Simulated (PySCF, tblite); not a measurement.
# CH₈SeSi₂: excited states

Wanted: excited states for CH₈SeSi₂ (`C[Se][SiH2][SiH3]`).

Computed with tblite 0.8.0 and PySCF 2.14.0 and routines of our own; the level stands in each step. Atoms count from 0.

## 1. The system as given

12 atoms, charge 0, multiplicity 1; geometry from: force field or distance geometry start.

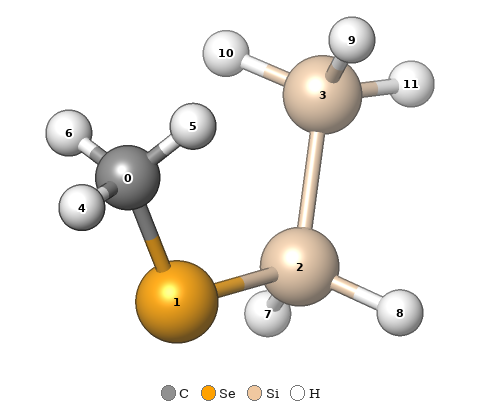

The starting geometry (carbon grey, selenium orange, silicon light orange, hydrogen white).

## 2. Optimising the geometry with GFN2-xTB

The job: settings as JSON, then the geometry in Å.

```
{"job": {"kind": "relax", "xc": "GFN2-xTB", "basis": "xTB"}, "charge": 0, "multiplicity": 1}
C     -2.211500     0.436700     0.185600
Se    -1.435700    -1.308300     0.488900
Si     0.839200    -1.300500     0.413800
Si     1.689300     0.658100    -0.252400
H     -3.301200     0.332100     0.468300
H     -1.731100     1.231000     0.799000
H     -2.223500     0.704600    -0.905800
H      1.305400    -2.323700    -0.525800
H      1.377500    -1.621000     1.732400
H      1.238300     1.763900     0.617600
H      1.295900     0.867200    -1.634700
H      3.158700     0.559200    -0.118800
```

Launch:

```bash
$ OMP_NUM_THREADS=1 python excited_run.py task.json out
```

The driver reads the jobs from task.json and runs them one after another.

The program printed:

```text
step      E/eV     max force
  0    -349.58989    1.441
  1    -349.67218    0.558
  2    -349.70690    0.366
  3    -349.72006    0.463
  4    -349.76552    0.456
  5    -349.78318    0.364
  6    -349.80012    0.357
  7    -349.81930    0.375
  8    -349.83881    0.403
  9    -349.85032    0.224
 10    -349.85596    0.162
 11    -349.85848    0.128
 12    -349.86008    0.112
 13    -349.86152    0.096
 14    -349.86325    0.138
 15    -349.86597    0.206
 16    -349.86981    0.233
 17    -349.87386    0.181
 18    -349.87662    0.127
 19    -349.87794    0.103
 20    -349.87885    0.088
 21    -349.87990    0.112
 22    -349.88092    0.098
 23    -349.88184    0.081
 24    -349.88262    0.081
 25    -349.88336    0.075
 26    -349.88418    0.085
 27    -349.88505    0.072
 28    -349.88581    0.076
 29    -349.88643    0.074
 30    -349.88705    0.083
 31    -349.88788    0.089
 32    -349.88900    0.135
 33    -349.89015    0.136
 34    -349.89092    0.076
 35    -349.89138    0.054
 36    -349.89184    0.057
 37    -349.89249    0.106
 38    -349.89340    0.129
 39    -349.89449    0.106
 40    -349.89552    0.088
 41    -349.89630    0.065
 42    -349.89685    0.066
 43    -349.89731    0.066
 44    -349.89779    0.060
 45    -349.89834    0.073
 46    -349.89887    0.064
 47    -349.89927    0.073
 48    -349.89953    0.061
 49    -349.89975    0.038
 50    -349.89991    0.030
 51    -349.89999    0.019
 52    -349.90003    0.019
 53    -349.90007    0.022
 54    -349.90014    0.027
 55    -349.90023    0.031
 56    -349.90032    0.021
 57    -349.90038    0.017
 58    -349.90043    0.020
 59    -349.90051    0.032
 60    -349.90066    0.047
 61    -349.90093    0.059
 62    -349.90128    0.072
 63    -349.90165    0.065
 64    -349.90200    0.044
 65    -349.90229    0.046
 66    -349.90260    0.047
 67    -349.90285    0.037
 68    -349.90296    0.034
 69    -349.90300    0.058
 70    -349.90316    0.028
 71    -349.90330    0.022
 72    -349.90341    0.026
 73    -349.90349    0.024
 74    -349.90355    0.018
 75    -349.90360    0.013
 76    -349.90365    0.012
 77    -349.90368    0.011
 78    -349.90371    0.013
 79    -349.90376    0.018
 80    -349.90384    0.022
 81    -349.90393    0.017
 82    -349.90400    0.017
 83    -349.90404    0.020
 84    -349.90408    0.020
 85    -349.90416    0.026
 86    -349.90433    0.031
 87    -349.90453    0.037
 88    -349.90465    0.021
 89    -349.90472    0.019
 90    -349.90478    0.021
 91    -349.90487    0.025
 92    -349.90503    0.026
 93    -349.90533    0.027
 94    -349.90553    0.040
 95    -349.90546    0.071
 96    -349.90582    0.044
 97    -349.90605    0.045
 98    -349.90769    0.142
 99    -349.90938    0.112
100    -349.91123    0.083
101    -349.90128    0.455
102    -349.91288    0.064
103    -349.91375    0.059
104    -349.91509    0.198
105    -349.91596    0.079
106    -349.91650    0.062
107    -349.91847    0.048
108    -349.91953    0.072
109    -349.92103    0.106
110    -349.92218    0.071
111    -349.92323    0.064
112    -349.92324    0.139
113    -349.92463    0.054
114    -349.92507    0.037
115    -349.92559    0.041
116    -349.92579    0.031
117    -349.92597    0.039
118    -349.92608    0.039
119    -349.92619    0.030
120    -349.92627    0.016
121    -349.92632    0.016
122    -349.92636    0.021
123    -349.92641    0.022
124    -349.92646    0.022
125    -349.92653    0.021
126    -349.92660    0.023
127    -349.92669    0.026
128    -349.92678    0.029
129    -349.92685    0.020
130    -349.92689    0.017
131    -349.92693    0.009
```

Wall time 0.59 s (1 thread of Arm Neoverse V2, shared host).

The steps of the relaxation: (not every step is listed)

| step | energy from step 0 (eV) | largest force (eV/Å) |
| --- | --- | --- |
| 0 | 0.0000 | 1.4410 |
| 1 | -0.0823 | 0.5582 |
| 2 | -0.1170 | 0.3659 |
| 3 | -0.1302 | 0.4626 |
| 4 | -0.1756 | 0.4560 |
| 5 | -0.1933 | 0.3638 |
| 6 | -0.2102 | 0.3570 |
| 7 | -0.2294 | 0.3746 |
| 8 | -0.2489 | 0.4030 |
| 19 | -0.2880 | 0.1030 |
| 30 | -0.2972 | 0.0832 |
| 41 | -0.3064 | 0.0650 |
| 52 | -0.3101 | 0.0188 |
| 63 | -0.3118 | 0.0651 |
| 74 | -0.3137 | 0.0183 |
| 85 | -0.3143 | 0.0263 |
| 96 | -0.3159 | 0.0438 |
| 107 | -0.3286 | 0.0476 |
| 118 | -0.3362 | 0.0391 |
| 126 | -0.3367 | 0.0234 |
| 127 | -0.3368 | 0.0260 |
| 128 | -0.3369 | 0.0286 |
| 129 | -0.3370 | 0.0200 |
| 130 | -0.3370 | 0.0167 |
| 131 | -0.3370 | 0.0091 |

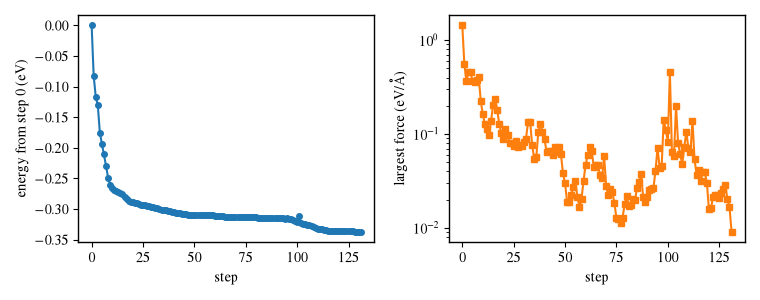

Energy and largest force along the relaxation.

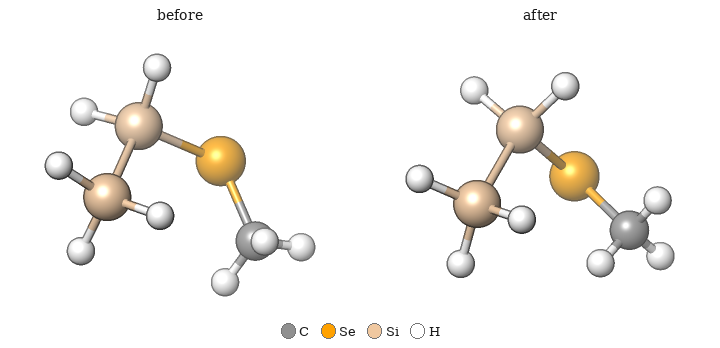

The geometry before (left) and after (right).

Close pairs (by a distance rule), those that changed most:

| bond | before (Å) | after (Å) | change (Å) |
| --- | --- | --- | --- |
| Si2–Si3 | 2.237 | 2.325 | +0.088 |
| C0–H4 | 1.131 | 1.086 | -0.044 |
| C0–H6 | 1.124 | 1.088 | -0.036 |
| C0–H5 | 1.113 | 1.087 | -0.026 |
| C0–Se1 | 1.934 | 1.958 | +0.025 |
| Se1–Si2 | 2.276 | 2.297 | +0.021 |
| Si3–H11 | 1.479 | 1.462 | -0.017 |
| Si3–H10 | 1.452 | 1.465 | +0.013 |

The end geometry stands in the next job.

## 3. Vibrational analysis with GFN2-xTB

The job: settings as JSON, then the geometry in Å.

```
{"job": {"kind": "ir", "xc": "GFN2-xTB", "basis": "xTB"}, "charge": 0, "multiplicity": 1}
C     -2.085926     0.315811     0.319402
Se    -1.463708    -1.462538    -0.215190
Si     0.724885    -1.208467     0.435495
Si     1.688982     0.709338    -0.456783
H     -3.147959     0.369990     0.096703
H     -1.924511     0.444342     1.386620
H     -1.546095     1.073169    -0.244396
H      1.302227    -2.478290    -0.000375
H      0.703274    -1.225720     1.905021
H      1.496714     1.863051     0.428010
H      1.125477     1.080045    -1.757227
H      3.127838     0.518584    -0.629150
```

The program printed:

```text
mode    cm-1     km/mol
  1      39.2      1.82
  2      49.7      0.54
  3      95.4      2.84
  4     129.1      0.22
  5     151.1      0.84
  6     329.5     43.73
  7     344.3     37.22
  8     449.0     14.06
  9     464.0      0.38
 10     468.7      5.45
 11     564.8     16.66
 12     578.4      1.13
 13     645.6    789.09
 14     759.6    493.29
 15     794.4     84.42
 16     804.4    166.91
 17     810.7    127.80
 18     888.4      6.62
 19     892.2      7.32
 20    1289.4     12.31
 21    1436.4      6.55
 22    1443.4      7.26
 23    2185.7    180.57
 24    2228.3    206.80
 25    2246.1    259.93
 26    2264.4    153.05
 27    2273.0    429.59
 28    2999.0     11.81
 29    3011.4     13.25
 30    3030.5      6.87
```

It took 0.26 s on 1 thread of Arm Neoverse V2, shared host.

The strongest bands and the atoms that carry them (share of the mass-weighted mode):

| cm⁻¹ | km/mol | atoms |
| --- | --- | --- |
| 646 | 789.1 | H8 44 %, H7 37 % |
| 760 | 493.3 | H7 29 %, H8 25 %, H9 14 %, H10 14 % |
| 804 | 166.9 | H9 23 %, H11 22 %, H8 21 %, H7 20 % |
| 2186 | 180.6 | H8 94 % |
| 2228 | 206.8 | H9 92 % |
| 2246 | 259.9 | H10 95 % |
| 2264 | 153.1 | H7 77 %, H11 16 % |
| 2273 | 429.6 | H11 80 %, H7 15 % |

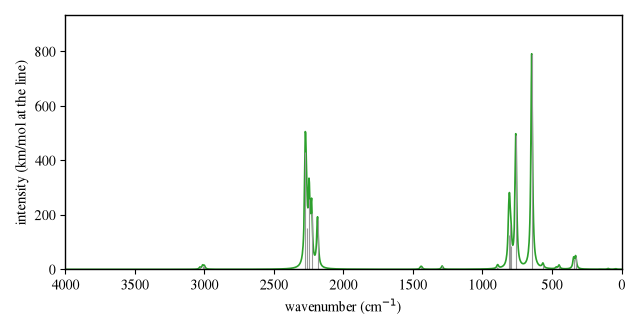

The infrared spectrum from these modes, unscaled. Lines are broadened to a width of 14 cm⁻¹ (Lorentzian).

## 4. Excited states: TDA LC-wPBE/aug-cc-pVDZ

The job, as its differences from that of step 3:

```diff
@@ -1,2 +1,2 @@
-{"job": {"kind": "ir", "xc": "GFN2-xTB", "basis": "xTB"}, "charge": 0, "multiplicity": 1}
+{"job": {"kind": "states", "xc": "LC-wPBE", "basis": "aug-cc-pVDZ", "tda": true, "soc": true, "nstates": 5, "ntriplets": 4, "nquad": 4}, "charge": 0, "multiplicity": 1}
 C     -2.085926     0.315811     0.319402
```

With the program's defaults for keys left out, this is: TDA LC-wPBE/aug-cc-pVDZ excited states, vertical, gas phase, spin-orbit mean-field couplings.

The program printed:

```text
coarse grid: 45112 points
cycle   1  E = -3022.8658942113  dE = -8.667e-01  |g| = 2.665e-01  |ddm| = 6.830e+00
cycle   2  E = -3022.8922463197  dE = -2.635e-02  |g| = 1.502e-01  |ddm| = 1.172e+00
cycle   3  E = -3022.8995940499  dE = -7.348e-03  |g| = 3.511e-02  |ddm| = 4.598e-01
cycle   4  E = -3022.9001112253  dE = -5.172e-04  |g| = 1.088e-02  |ddm| = 1.400e-01
cycle   5  E = -3022.9001629531  dE = -5.173e-05  |g| = 3.435e-03  |ddm| = 4.884e-02
cycle   6  E = -3022.9001682220  dE = -5.269e-06  |g| = 9.085e-04  |ddm| = 1.249e-02
final grid: 91112 points
cycle   7  E = -3022.9001331793  dE = -4.809e-07  |g| = 3.580e-04  |ddm| = 4.627e-03
cycle   8  E = -3022.9001332642  dE = -8.488e-08  |g| = 2.187e-04  |ddm| = 1.592e-03
cycle   9  E = -3022.9001332821  dE = -1.797e-08  |g| = 6.869e-05  |ddm| = 5.336e-04
cycle  10  E = -3022.9001332871  dE = -4.919e-09  |g| = 2.440e-05  |ddm| = 4.372e-04
cycle  11  E = -3022.9001332873  dE = -2.028e-10  |g| = 3.175e-06  |ddm| = 8.513e-05
converged SCF energy = -3022.9001332873

Singlet excitations
state   eV       nm        f     d(h-e)  d(exc)  Lambda  PR(NTO)  |dmu|/D   mu/D   main configurations
  1   4.9137   252.3   0.01177   0.587   2.982   0.287   1.017    1.547    0.830   H->L+1 0.35, H->L 0.17, H->L+12 0.10
  2   5.6663   218.8   0.01036   0.614   3.205   0.285   1.035    1.945    3.075   H->L+3 0.35, H->L+1 0.12
  3   6.3692   194.7   0.00150   1.313   3.736   0.256   1.097    3.575    2.670   H->L+5 0.19, H->L 0.14, H->L+10 0.11
  4   6.5127   190.4   0.00512   0.981   4.051   0.245   1.068    2.058    1.320   H->L+2 0.26, H->L 0.20, H->L+10 0.10
  5   6.8591   180.8   0.05004   0.776   3.951   0.292   1.771                     H-1->L+1 0.13, H->L 0.09, H->L+2 0.09

Triplet excitations (Tamm-Dancoff)
state   eV     d(h-e)  d(exc)  Lambda  PR(NTO)   main configurations
  1   4.4615   0.485   2.846   0.290   1.034   H->L+1 0.29, H->L 0.15, H->L+12 0.12
  2   5.0806   0.480   2.953   0.301   1.078   H->L+3 0.29, H->L+1 0.14, H->L+16 0.09
  3   5.8415   0.584   2.973   0.347   1.622   H-1->L+1 0.29
  4   5.9255   0.896   3.277   0.281   1.508   H->L+5 0.11, H->L+10 0.10, H->L+6 0.08
S1 - T1 = 0.4522 eV

Spin-orbit couplings |<S|Hso|T>| (cm-1)
             T1       T2       T3       T4
S0      626.277  507.016  310.452  144.662
S1       32.806  206.417  502.161  244.089
S2      163.196   21.272   88.961   59.961
S3      152.125   38.851   43.258   58.797
S4      125.997   65.853   28.916   31.768
S5      302.953  115.421   34.486    9.389
T1 sublevels (cm-1): 0.000 2.023 18.523   radiative rates (1/s): 2.71e+03 5.63e+03 5.11e+04
```

It took 43 s on 1 thread of Arm Neoverse V2, shared host; peak memory 0.7 GiB.

From this job:

| quantity | value |
| --- | --- |
| S1 less T1 | 0.45 eV |

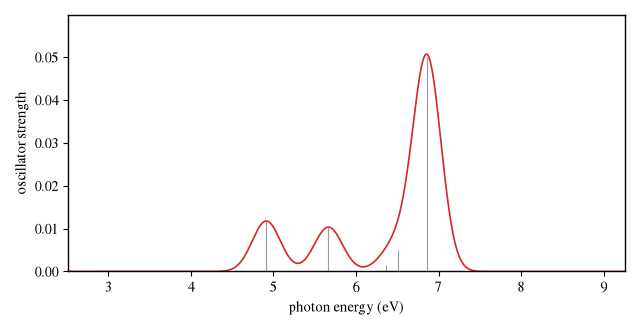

Absorption lines of the singlets. Lines are broadened to a width of 0.40 eV (Gaussian).

The fields below are evaluated on a grid from the run's orbitals.

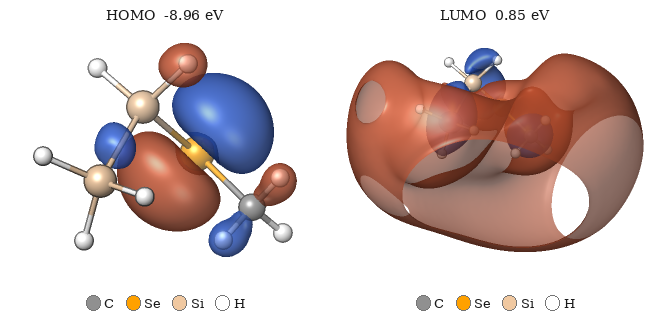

LC-wPBE/aug-cc-pVDZ orbitals near the gap, drawn at the value that encloses 70 % of each; the two colours are the two signs. The LUMO is diffuse and is cut off by the edge of the grid.

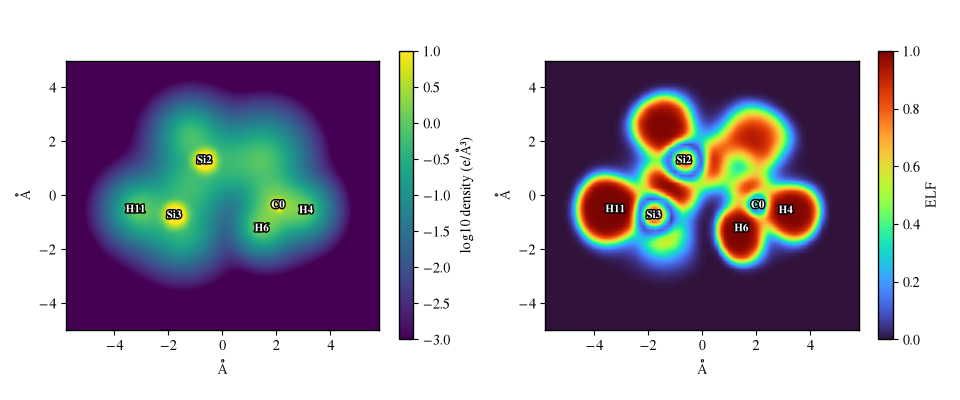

Density (left) and ELF (right) in a plane through or near 6 of the atoms.

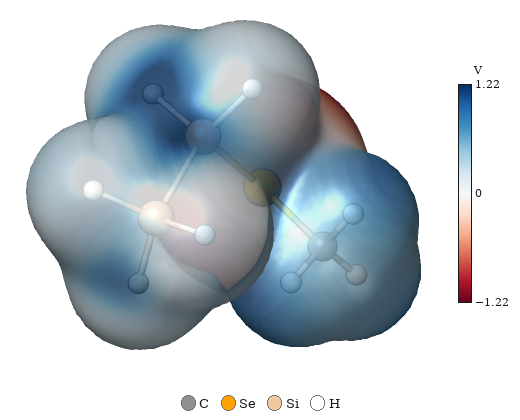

Electrostatic potential on the surface of density 0.002 e/bohr³; red is low, blue high. It runs from -0.96 V near Se1 to 1.22 V near Si2.

## 5. Excited states: TDDFT PBE0/aug-cc-pVDZ

The job, as its differences from that of step 4:

```diff
@@ -1,2 +1,2 @@
-{"job": {"kind": "states", "xc": "LC-wPBE", "basis": "aug-cc-pVDZ", "tda": true, "soc": true, "nstates": 5, "ntriplets": 4, "nquad": 4}, "charge": 0, "multiplicity": 1}
+{"job": {"kind": "states", "xc": "PBE0", "basis": "aug-cc-pVDZ", "tpa": true, "nstates": 6, "nquad": 5, "ntriplets": 0}, "charge": 0, "multiplicity": 1}
 C     -2.085926     0.315811     0.319402
```

Method: TDDFT PBE0/aug-cc-pVDZ excited states, vertical, gas phase, two-photon moments by quadratic response.

The program printed:

```text
coarse grid: 45112 points
cycle   1  E = -3022.8417103457  dE = -8.755e-01  |g| = 2.098e-01  |ddm| = 7.032e+00
cycle   2  E = -3022.8413355697  dE =  3.748e-04  |g| = 2.164e-01  |ddm| = 1.173e+00
cycle   3  E = -3022.8567855859  dE = -1.545e-02  |g| = 3.198e-02  |ddm| = 5.677e-01
cycle   4  E = -3022.8571028802  dE = -3.173e-04  |g| = 1.045e-02  |ddm| = 8.808e-02
cycle   5  E = -3022.8571426511  dE = -3.977e-05  |g| = 3.371e-03  |ddm| = 2.898e-02
cycle   6  E = -3022.8571456730  dE = -3.022e-06  |g| = 1.035e-03  |ddm| = 9.100e-03
final grid: 91112 points
cycle   7  E = -3022.8571382355  dE =  1.726e-07  |g| = 1.378e-03  |ddm| = 1.050e-02
cycle   8  E = -3022.8571377345  dE =  5.011e-07  |g| = 1.887e-03  |ddm| = 6.686e-03
cycle   9  E = -3022.8571388179  dE = -1.083e-06  |g| = 8.245e-05  |ddm| = 3.778e-03
cycle  10  E = -3022.8571388205  dE = -2.524e-09  |g| = 1.305e-05  |ddm| = 1.842e-04
cycle  11  E = -3022.8571388205  dE = -5.184e-11  |g| = 3.028e-06  |ddm| = 3.923e-05
converged SCF energy = -3022.8571388205

Singlet excitations
state   eV       nm        f     d(h-e)  d(exc)  Lambda  PR(NTO)  |dmu|/D   mu/D   delta(TPA)   sigma/GM   main configurations
  1   4.3634   284.1   0.01131   1.270   3.470   0.455   1.006    3.156    2.334        1.92      0.013   H->L 0.97
  2   4.9731   249.3   0.00169   0.976   3.690   0.379   1.008    2.034    1.659       33.60      0.304   H->L+1 0.80, H->L+2 0.10
  3   5.3076   233.6   0.00523   2.271   3.975   0.342   1.028    6.413    5.668       47.70      0.492   H->L+2 0.60, H->L+3 0.30
  4   5.4002   229.6   0.00037   1.814   4.507   0.331   1.006    5.100    4.346       71.77      0.767   H->L+3 0.63, H->L+2 0.27
  5   5.7710   214.8   0.02453   2.708   5.037   0.359   1.036    9.209    8.469      335.18      4.090   H->L+4 0.78
  6   6.0761   204.1   0.01696   0.754   4.686   0.322   1.026                                            H->L+5 0.88
```

It took 29 s on 1 thread of Arm Neoverse V2, shared host; peak memory 0.67 GiB.

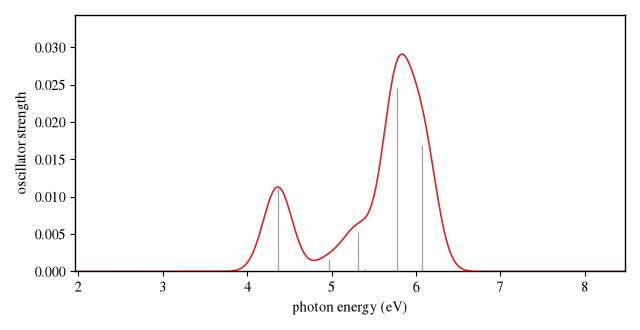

Absorption lines of the singlets. Lines are broadened to a width of 0.40 eV (Gaussian).

## 6. Outcome

| quantity | value |
| --- | --- |
| strongest single infrared mode (GFN2-xTB) | 646 cm⁻¹, 789 km/mol |
| zero-point energy (GFN2-xTB) | 48.1 kcal/mol |
| S1 less T1 (step 4, TDA LC-wPBE/aug-cc-pVDZ) | 0.45 eV |
| potential on the surface of density 0.002 e/bohr³, 1st and 99th percentile | -0.96 V and 1.22 V |

**Reading.** No mode is imaginary among the 30: a minimum at this level. The strongest single mode, at 646 cm⁻¹, moves mainly H8 and H7. GFN2-xTB is a fitted tight-binding method: band positions and strengths are rough. Its intensities can rank the bands wrongly. Scalar relativity is left out for the heavy atoms. In step 4, the number of triplets below S1 is 1, and the largest singlet-triplet spin-orbit coupling is S0–T1, 626.28 cm⁻¹. Steps that list no spin-orbit terms leave them out, which matters at and beside the heavy atoms.
